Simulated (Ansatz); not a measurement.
TaSiH₆O₂F₃: geometry relaxation (part 1 of 3)

The run: geometry relaxation of TaSiH₆O₂F₃. Method and program: RHF/def2-SVP (Ansatz 0.2.0).

It belongs to a series of runs on one base structure; here: end point A relaxed. Figures and captions count atoms from 1; the log counts them from 0 in places.

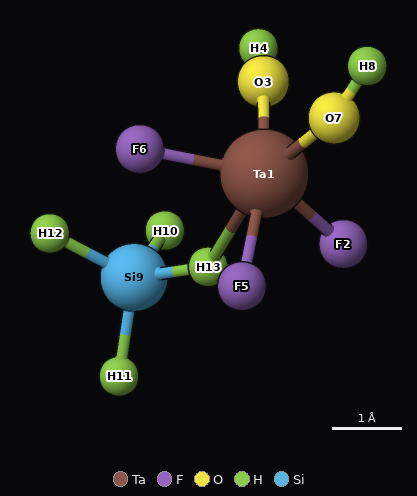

**Figure 1.** The structure as given in the input (ball-and-stick view, seen at a tilt; atoms are numbered from 1 in the order of the input). Sticks mark near contacts. Bond lengths as drawn: F–Ta 1.88 to 1.91 Å, H–O 0.94 to 0.95 Å, H–Si 1.47 to 1.48 Å, H–Ta 2.46 Å and O–Ta 1.85 to 1.88 Å.

### Input
```yaml
crystal:
  periodic: [false, false, false]
  atoms:
    - { symbol: Ta, position_ang: [-0.225232, -0.30658, 0.107509] }
    - { symbol: F, position_ang: [1.644377, -0.640466, 0.292964] }
    - { symbol: O, position_ang: [-0.406597, -0.513964, 1.965469] }
    - { symbol: H, position_ang: [-0.31873, -0.450768, 2.899583] }
    - { symbol: F, position_ang: [0.243096, 0.427019, -1.572247] }
    - { symbol: F, position_ang: [-1.509648, 1.070433, 0.168345] }
    - { symbol: O, position_ang: [-1.046836, -1.851746, -0.492383] }
    - { symbol: H, position_ang: [-1.505176, -2.653712, -0.290011] }
    - { symbol: Si, position_ang: [1.544038, 2.677347, 1.561775] }
    - { symbol: H, position_ang: [1.985063, 2.307134, 2.927787] }
    - { symbol: H, position_ang: [2.562019, 3.50993, 0.883195] }
    - { symbol: H, position_ang: [0.247841, 3.382807, 1.632449] }
    - { symbol: H, position_ang: [1.381184, 1.420665, 0.809464] }
basis:
  gaussian: { orbitals: def2-SVP }
hamiltonian:
  xc: hf
relax:
  f_tol: 0.03
  max_steps: 50
output:
  orbitals: {}
```

Machine: 4 threads of Intel Xeon @ 2.50GHz (Skylake/Cascade Lake), 12 GiB of memory available, shared host.

Launched with:
```bash
ansatz run input.yaml --threads 4 --pin off --max-ram 5120MiB --backend cpu --events-out ev --progress --plain --runs-dir out
```

### Log
```
The last accepted step is kept in [file] (removed where the run ends without a failure and the disk answers)
Engine: ansatz 0.2.0, x86_64-unknown-linux-gnu
Functional definition: HF
  exchange = exact_x
  correlation = 0
1547 factors; integrals over basis functions are off by at most 5.6e-4 eV
mean field evaluation 1: about -21669.8345 eV, gradient 6.9e1 eV
mean field evaluation 2: about -21670.0016 eV, gradient 7.0e1 eV
mean field evaluation 4: about -21678.7180 eV, gradient 3.7e0 eV
mean field evaluation 8: about -21678.8066 eV, gradient 2.9e-1 eV
mean field -21678.80701351 eV, -796.6814633234 hartree, gradient 9.4e-6 eV, S^2 0.000000; 0 other end points of the search recorded, 0 dependent functions left out
the calculation of the forces begins
reference -21678.80701351 eV, -796.6814633234 hartree; 38, 38 occupied and 112, 112 virtual orbitals, 1547 factors
relax step   1: F+E_penalty+E_count = -21678.80701351 eV  Δ(F+E_penalty+E_count) = +0.000e0 eV  max|allowed force component| = 6.506e-1 eV/Å  Δτ_max = 0.0000 Å  (43 SCF iters, accepted)
these checks for a lower state are left out or cut short: starts, cluster_reference, orbital_swaps, neighbouring_geometries, increment
1547 factors; integrals over basis functions are off by at most 3.8e-4 eV
mean field evaluation 16: about -21678.4672 eV, gradient 3.1e1 eV
mean field -21678.92722142 eV, -796.6858808826 hartree, gradient 1.7e-5 eV, S^2 0.000000; 0 other end points of the search recorded, 0 dependent functions left out
[... from here on the field's lines of each further geometry are left out, up to the last ...]
relax step   2: F+E_penalty+E_count = -21678.92722142 eV  Δ(F+E_penalty+E_count) = -1.202e-1 eV  max|allowed force component| = 2.716e-1 eV/Å  Δτ_max = 0.1946 Å  (38 SCF iters, accepted)
relax step   3: F+E_penalty+E_count = -21678.96693238 eV  Δ(F+E_penalty+E_count) = -3.971e-2 eV  max|allowed force component| = 1.561e-1 eV/Å  Δτ_max = 0.1665 Å  (38 SCF iters, accepted)
relax step   4: F+E_penalty+E_count = -21678.97706408 eV  Δ(F+E_penalty+E_count) = -1.013e-2 eV  max|allowed force component| = 7.781e-2 eV/Å  Δτ_max = 0.0880 Å  (39 SCF iters, accepted)
relax step   5: F+E_penalty+E_count = -21678.97670789 eV  Δ(F+E_penalty+E_count) = +3.562e-4 eV  max|allowed force component| = 1.660e-1 eV/Å  Δτ_max = 0.1333 Å  (38 SCF iters, rejected (line search))
relax step   6: F+E_penalty+E_count = -21678.98188360 eV  Δ(F+E_penalty+E_count) = -4.820e-3 eV  max|allowed force component| = 3.746e-2 eV/Å  Δτ_max = 0.0662 Å  (39 SCF iters, accepted)
relax step   7: F+E_penalty+E_count = -21678.98443251 eV  Δ(F+E_penalty+E_count) = -2.549e-3 eV  max|allowed force component| = 9.106e-2 eV/Å  Δτ_max = 0.0610 Å  (39 SCF iters, accepted)
relax step   8: F+E_penalty+E_count = -21678.98701831 eV  Δ(F+E_penalty+E_count) = -2.586e-3 eV  max|allowed force component| = 1.339e-1 eV/Å  Δτ_max = 0.0844 Å  (39 SCF iters, accepted)
relax step   9: F+E_penalty+E_count = -21678.98845916 eV  Δ(F+E_penalty+E_count) = -1.441e-3 eV  max|allowed force component| = 2.250e-1 eV/Å  Δτ_max = 0.0903 Å  (39 SCF iters, accepted)
relax step  10: F+E_penalty+E_count = -21678.99013484 eV  Δ(F+E_penalty+E_count) = -1.676e-3 eV  max|allowed force component| = 3.023e-1 eV/Å  Δτ_max = 0.0623 Å  (39 SCF iters, accepted)
relax step  11: F+E_penalty+E_count = -21678.99209884 eV  Δ(F+E_penalty+E_count) = -1.964e-3 eV  max|allowed force component| = 2.845e-1 eV/Å  Δτ_max = 0.0395 Å  (39 SCF iters, accepted)
relax step  12: F+E_penalty+E_count = -21678.99618571 eV  Δ(F+E_penalty+E_count) = -4.087e-3 eV  max|allowed force component| = 3.443e-1 eV/Å  Δτ_max = 0.0960 Å  (38 SCF iters, accepted)
relax step  13: F+E_penalty+E_count = -21678.99853273 eV  Δ(F+E_penalty+E_count) = -2.347e-3 eV  max|allowed force component| = 3.838e-1 eV/Å  Δτ_max = 0.0599 Å  (39 SCF iters, accepted)
relax step  14: F+E_penalty+E_count = -21679.00175510 eV  Δ(F+E_penalty+E_count) = -3.222e-3 eV  max|allowed force component| = 2.954e-1 eV/Å  Δτ_max = 0.0483 Å  (39 SCF iters, accepted)
relax step  15: F+E_penalty+E_count = -21679.00580406 eV  Δ(F+E_penalty+E_count) = -4.049e-3 eV  max|allowed force component| = 2.294e-1 eV/Å  Δτ_max = 0.1790 Å  (38 SCF iters, accepted)
relax step  16: F+E_penalty+E_count = -21679.00878175 eV  Δ(F+E_penalty+E_count) = -2.978e-3 eV  max|allowed force component| = 2.154e-1 eV/Å  Δτ_max = 0.0843 Å  (38 SCF iters, accepted)
relax step  17: F+E_penalty+E_count = -21679.01893986 eV  Δ(F+E_penalty+E_count) = -1.016e-2 eV  max|allowed force component| = 1.873e-1 eV/Å  Δτ_max = 0.1999 Å  (38 SCF iters, accepted)
relax step  18: F+E_penalty+E_count = -21679.02137158 eV  Δ(F+E_penalty+E_count) = -2.432e-3 eV  max|allowed force component| = 3.423e-1 eV/Å  Δτ_max = 0.1201 Å  (39 SCF iters, accepted)
relax step  19: F+E_penalty+E_count = -21679.02464328 eV  Δ(F+E_penalty+E_count) = -3.272e-3 eV  max|allowed force component| = 1.817e-1 eV/Å  Δτ_max = 0.0611 Å  (38 SCF iters, accepted)
relax step  20: F+E_penalty+E_count = -21679.02716117 eV  Δ(F+E_penalty+E_count) = -2.518e-3 eV  max|allowed force component| = 1.015e-1 eV/Å  Δτ_max = 0.0715 Å  (38 SCF iters, accepted)
relax step  21: F+E_penalty+E_count = -21679.03043497 eV  Δ(F+E_penalty+E_count) = -3.274e-3 eV  max|allowed force component| = 1.692e-1 eV/Å  Δτ_max = 0.1254 Å  (38 SCF iters, accepted)
relax step  22: F+E_penalty+E_count = -21679.03119664 eV  Δ(F+E_penalty+E_count) = -7.617e-4 eV  max|allowed force component| = 2.652e-1 eV/Å  Δτ_max = 0.1122 Å  (39 SCF iters, accepted)
relax step  23: F+E_penalty+E_count = -21679.03327354 eV  Δ(F+E_penalty+E_count) = -2.077e-3 eV  max|allowed force component| = 1.577e-1 eV/Å  Δτ_max = 0.0297 Å  (40 SCF iters, accepted)
relax step  24: F+E_penalty+E_count = -21679.03679545 eV  Δ(F+E_penalty+E_count) = -3.522e-3 eV  max|allowed force component| = 7.272e-2 eV/Å  Δτ_max = 0.1797 Å  (37 SCF iters, accepted)
relax step  25: F+E_penalty+E_count = -21679.03920448 eV  Δ(F+E_penalty+E_count) = -2.409e-3 eV  max|allowed force component| = 4.874e-2 eV/Å  Δτ_max = 0.0404 Å  (39 SCF iters, accepted)
relax step  26: F+E_penalty+E_count = -21679.03925721 eV  Δ(F+E_penalty+E_count) = -5.273e-5 eV  max|allowed force component| = 4.638e-2 eV/Å  Δτ_max = 0.0023 Å  (40 SCF iters, accepted)
relax step  27: F+E_penalty+E_count = -21679.04146427 eV  Δ(F+E_penalty+E_count) = -2.207e-3 eV  max|allowed force component| = 1.056e-1 eV/Å  Δτ_max = 0.1300 Å  (39 SCF iters, accepted)
relax step  28: F+E_penalty+E_count = -21679.04288795 eV  Δ(F+E_penalty+E_count) = -1.424e-3 eV  max|allowed force component| = 7.287e-2 eV/Å  Δτ_max = 0.0491 Å  (39 SCF iters, accepted)
relax step  29: F+E_penalty+E_count = -21679.04485391 eV  Δ(F+E_penalty+E_count) = -1.966e-3 eV  max|allowed force component| = 1.583e-1 eV/Å  Δτ_max = 0.1713 Å  (37 SCF iters, accepted)
relax step  30: F+E_penalty+E_count = -21679.04715665 eV  Δ(F+E_penalty+E_count) = -2.303e-3 eV  max|allowed force component| = 1.201e-1 eV/Å  Δτ_max = 0.0437 Å  (39 SCF iters, accepted)
relax step  31: F+E_penalty+E_count = -21679.05006402 eV  Δ(F+E_penalty+E_count) = -2.907e-3 eV  max|allowed force component| = 9.874e-2 eV/Å  Δτ_max = 0.0791 Å  (39 SCF iters, accepted)
relax step  32: F+E_penalty+E_count = -21679.05199797 eV  Δ(F+E_penalty+E_count) = -1.934e-3 eV  max|allowed force component| = 1.491e-1 eV/Å  Δτ_max = 0.1154 Å  (39 SCF iters, accepted)
relax step  33: F+E_penalty+E_count = -21679.05394306 eV  Δ(F+E_penalty+E_count) = -1.945e-3 eV  max|allowed force component| = 1.344e-1 eV/Å  Δτ_max = 0.0606 Å  (38 SCF iters, accepted)
relax step  34: F+E_penalty+E_count = -21679.05649020 eV  Δ(F+E_penalty+E_count) = -2.547e-3 eV  max|allowed force component| = 1.284e-1 eV/Å  Δτ_max = 0.0804 Å  (39 SCF iters, accepted)
relax step  35: F+E_penalty+E_count = -21679.05851325 eV  Δ(F+E_penalty+E_count) = -2.023e-3 eV  max|allowed force component| = 8.092e-2 eV/Å  Δτ_max = 0.0926 Å  (39 SCF iters, accepted)
relax step  36: F+E_penalty+E_count = -21679.05936258 eV  Δ(F+E_penalty+E_count) = -8.493e-4 eV  max|allowed force component| = 7.140e-2 eV/Å  Δτ_max = 0.0800 Å  (38 SCF iters, accepted)
relax step  37: F+E_penalty+E_count = -21679.05998460 eV  Δ(F+E_penalty+E_count) = -6.220e-4 eV  max|allowed force component| = 7.047e-2 eV/Å  Δτ_max = 0.0366 Å  (39 SCF iters, accepted)
relax step  38: F+E_penalty+E_count = -21679.06049613 eV  Δ(F+E_penalty+E_count) = -5.115e-4 eV  max|allowed force component| = 2.945e-2 eV/Å  Δτ_max = 0.0224 Å  (39 SCF iters, accepted)
relax step  39: F+E_penalty+E_count = -21679.06084550 eV  Δ(F+E_penalty+E_count) = -3.494e-4 eV  max|allowed force component| = 3.258e-2 eV/Å  Δτ_max = 0.0401 Å  (38 SCF iters, accepted)
relax step  40: F+E_penalty+E_count = -21679.06102846 eV  Δ(F+E_penalty+E_count) = -1.830e-4 eV  max|allowed force component| = 2.212e-2 eV/Å  Δτ_max = 0.0345 Å  (38 SCF iters, accepted)
the calculation of the forces begins
reference -21679.06113025 eV, -796.6908019412 hartree; 38, 38 occupied and 112, 112 virtual orbitals, 1547 factors
relax step  41: F+E_penalty+E_count = -21679.06113025 eV  Δ(F+E_penalty+E_count) = -1.018e-4 eV  max|allowed force component| = 1.434e-2 eV/Å  Δτ_max = 0.0316 Å  (39 SCF iters, accepted)
1547 factors; integrals over basis functions are off by at most 3.2e-4 eV
mean field evaluation 384: about -21679.0611 eV, gradient 1.7e-5 eV
```

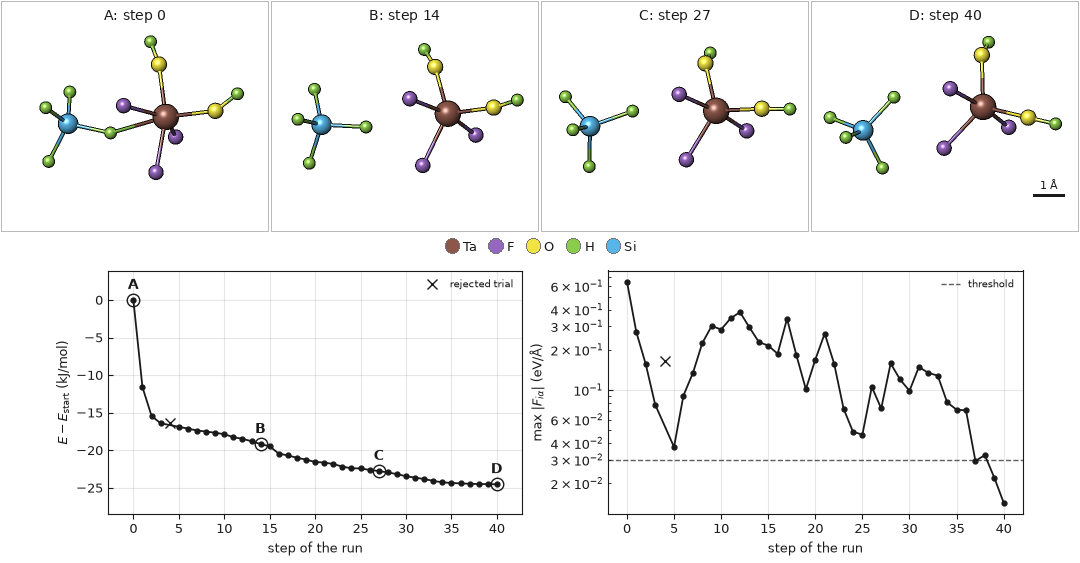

**Figure 2.** Frames of the relaxation (ball-and-stick view, seen at a tilt) above the curves, on which the letters mark them (the first geometry is step 0 here and step 1 in the log).

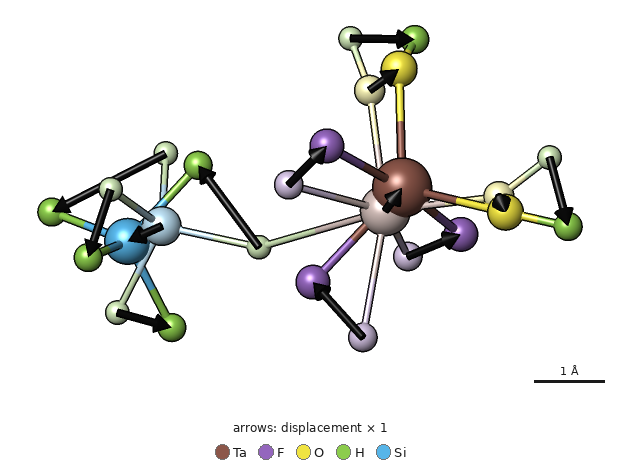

**Figure 3.** Start (faint) and end (solid) with the displacements as black arrows, at true length (ball-and-stick view, seen at a tilt). The two geometries are laid on each other by the best rigid fit. After 40 geometry steps the energy has fallen by 24.5 kJ/mol. Largest force component: 0.65 eV/Å at the start, 0.014 eV/Å at the end. The line search rejected the trial step at point 4 (counted from 0) and went back. The atom that moves furthest after the best rigid fit is H10 (1.83 Å). By element the largest moves are H 1.83 Å, F 1.20 Å, Si 0.56 Å, O 0.53 Å, Ta 0.44 Å. Among the contacts that change: Ta1–H13 2.461 → 3.694 Å, Ta1–F5 1.892 → 1.879 Å, Si9–H13 1.474 → 1.484 Å, Ta1–O3 1.878 → 1.871 Å. Among the angles that change: O3–Ta1–F5 160.9° → 125.2°, F2–Ta1–F6 142.4° → 171.5°, Ta1–O3–H4 165.1° → 139.7°. (Atoms are counted from 1 in the order of the input.)

```
mean field -21679.06113025 eV, -796.6908019412 hartree, gradient 1.7e-5 eV, S^2 0.000000; 1 other end points of the search recorded, 0 dependent functions left out
the calculation of the forces begins
reference -21679.06113025 eV, -796.6908019412 hartree; 38, 38 occupied and 112, 112 virtual orbitals, 1547 factors
Total energy: -21679.06113025 eV, -796.6908019412 hartree
Atom 0 at    -0.492654    -0.608450     0.250664 Å, force    -0.000791     0.005640    -0.009222 eV/Å
Atom 1 at     1.255626    -1.343723     0.091938 Å, force    -0.014020     0.009033    -0.000342 eV/Å
Atom 2 at    -0.486730    -1.076671     2.062009 Å, force     0.002562     0.002120    -0.005646 eV/Å
Atom 3 at     0.089649    -1.459903     2.705616 Å, force    -0.001443     0.001197     0.001681 eV/Å
Atom 4 at     0.252498     0.961767    -0.463411 Å, force    -0.005499    -0.014339     0.005850 eV/Å
Atom 5 at    -2.096739     0.362929     0.468179 Å, force     0.013724    -0.009873    -0.002725 eV/Å
Atom 6 at    -1.229684    -1.862445    -0.895779 Å, force     0.005871    -0.003980     0.003913 eV/Å
Atom 7 at    -1.291034    -2.653446    -1.405354 Å, force    -0.000743     0.011896     0.005545 eV/Å
Atom 8 at     1.717452     3.212802     1.606477 Å, force    -0.006623     0.004208    -0.008541 eV/Å
Atom 9 at     2.322989     4.078873     2.646624 Å, force    -0.000582    -0.004704    -0.000270 eV/Å
Atom 10 at     2.731865     2.901167     0.576557 Å, force     0.000894     0.000752     0.002921 eV/Å
Atom 11 at     0.562173     3.908962     0.999887 Å, force     0.005899    -0.003891     0.004247 eV/Å
Atom 12 at     1.259990     1.956237     2.250493 Å, force     0.000751     0.001941     0.002589 eV/Å
Dipole moment:     0.001819    -0.773087     0.061149 e Å
```

### Trajectory as extended XYZ (Å, eV, eV/Å), 41 frames, from step=1 to step=41
```
13
Properties=species:S:1:pos:R:3:forces:R:3 step=1 energy=-21678.80701
Ta   -0.2252   -0.3066    0.1075    0.6506  -0.0766   0.0484
F     1.6444   -0.6405    0.2930   -0.5733  -0.4961  -0.2225
O    -0.4066   -0.5140    1.9655   -0.0053  -0.0312  -0.0185
H    -0.3187   -0.4508    2.8996   -0.0002   0.0050  -0.0076
F     0.2431    0.4270   -1.5722   -0.0003  -0.0124   0.0458
F    -1.5096    1.0704    0.1683   -0.0070  -0.0114  -0.0010
O    -1.0468   -1.8517   -0.4924   -0.0518  -0.0881   0.0497
H    -1.5052   -2.6537   -0.2900    0.0507   0.0812  -0.0441
Si    1.5440    2.6773    1.5618    0.0282   0.2408   0.1564
H     1.9851    2.3071    2.9278    0.0167   0.0386  -0.0366
H     2.5620    3.5099    0.8832   -0.0343  -0.0488   0.0350
H     0.2478    3.3828    1.6324    0.0177   0.0209  -0.0059
H     1.3812    1.4207    0.8095   -0.0917   0.3783   0.0010
13
Properties=species:S:1:pos:R:3:forces:R:3 step=2 energy=-21678.92722
Ta   -0.2111   -0.3566    0.0973    0.2384  -0.1585  -0.0451
F     1.6200   -0.8255    0.2377   -0.2716  -0.0800  -0.0368
O    -0.3985   -0.5484    1.9562    0.1098  -0.0275   0.0342
H    -0.3143   -0.4726    2.8898   -0.0131   0.0018  -0.0230
F     0.2559    0.3902   -1.5759    0.0698   0.0031   0.0350
F    -1.4678    1.0486    0.1707   -0.0418   0.0433  -0.0056
O    -1.0780   -1.8747   -0.5034   -0.0441   0.0191   0.0241
H    -1.5506   -2.6665   -0.3023   -0.0054  -0.0081  -0.0203
Si    1.5501    2.7646    1.5975    0.0109   0.0563   0.0192
H     2.0024    2.3556    2.9475   -0.0123   0.0666  -0.0198
H     2.5814    3.5628    0.9055   -0.0126   0.0697   0.0630
H     0.2530    3.4634    1.6637    0.0324   0.1105   0.0619
H     1.3530    1.5372    0.8096   -0.0605  -0.0964  -0.0869
13
Properties=species:S:1:pos:R:3:forces:R:3 step=3 energy=-21678.96693
Ta   -0.2027   -0.4200    0.0853   -0.0453  -0.1561  -0.0451
F     1.5958   -0.9880    0.2104   -0.1041   0.0550  -0.0071
O    -0.3726   -0.6050    1.9469    0.0798   0.0046  -0.0415
H    -0.2820   -0.5230    2.8794   -0.0020   0.0057  -0.0139
F     0.3009    0.3367   -1.5728    0.0639  -0.0111   0.0712
F    -1.4238    1.0216    0.1674    0.0223  -0.0404  -0.0018
O    -1.1328   -1.8985   -0.5222   -0.0090   0.0910   0.0493
H    -1.6354   -2.6733   -0.3270   -0.0029  -0.0055  -0.0206
Si    1.5511    2.8453    1.6127   -0.0066   0.0374   0.0219
H     2.0071    2.4266    2.9571   -0.0082   0.0056   0.0000
H     2.5933    3.6439    0.9400    0.0111   0.0393   0.0008
H     0.2785    3.5849    1.7085    0.0042   0.0564   0.0240
H     1.3181    1.6269    0.8082   -0.0032  -0.0819  -0.0372
13
Properties=species:S:1:pos:R:3:forces:R:3 step=4 energy=-21678.97706
Ta   -0.2127   -0.4658    0.0755   -0.0772  -0.0778  -0.0282
F     1.5784   -1.0475    0.2034   -0.0076   0.0136  -0.0057
O    -0.3632   -0.6473    1.9381    0.0054   0.0150  -0.0573
H    -0.2636   -0.5622    2.8692    0.0123   0.0094  -0.0047
F     0.3260    0.2963   -1.5683    0.0071   0.0053   0.0620
F    -1.4192    0.9876    0.1599    0.0449  -0.0492  -0.0029
O    -1.1732   -1.9216   -0.5382   -0.0091   0.0327   0.0632
H    -1.6922   -2.6878   -0.3494    0.0182   0.0216  -0.0333
Si    1.5628    2.9006    1.6232   -0.0114   0.0105   0.0150
H     2.0159    2.4800    2.9677    0.0042  -0.0029   0.0152
H     2.6089    3.7038    0.9601    0.0133   0.0047  -0.0149
H     0.3041    3.6654    1.7332    0.0003  -0.0035  -0.0098
H     1.3233    1.6767    0.8197   -0.0006   0.0205   0.0016
13
Properties=species:S:1:pos:R:3:forces:R:3 step=5 energy=-21678.97671 accepted=F
Ta   -0.2046   -0.5122    0.0766    0.1614   0.1361   0.1295
F     1.5642   -1.1786    0.1842   -0.0956  -0.0122  -0.0252
O    -0.3251   -0.6758    1.9357    0.0051  -0.0092   0.1660
H    -0.1912   -0.5577    2.8602    0.0094   0.0017  -0.0713
F     0.4110    0.3401   -1.4900   -0.0192  -0.0573  -0.0894
F    -1.3943    0.9510    0.1775   -0.0842   0.0086  -0.0128
O    -1.2311   -1.9141   -0.5385    0.0523   0.0023  -0.0996
H    -1.7557   -2.6843   -0.4013   -0.0688  -0.0882  -0.0232
Si    1.5440    2.9389    1.6218    0.0405  -0.0637  -0.0476
H     1.9863    2.5112    2.9685   -0.0028   0.0154   0.0168
H     2.6137    3.7115    0.9558   -0.0155   0.0100   0.0162
H     0.3021    3.7283    1.7231   -0.0190   0.0380   0.0078
H     1.2760    1.7199    0.8204    0.0366   0.0185   0.0327
```
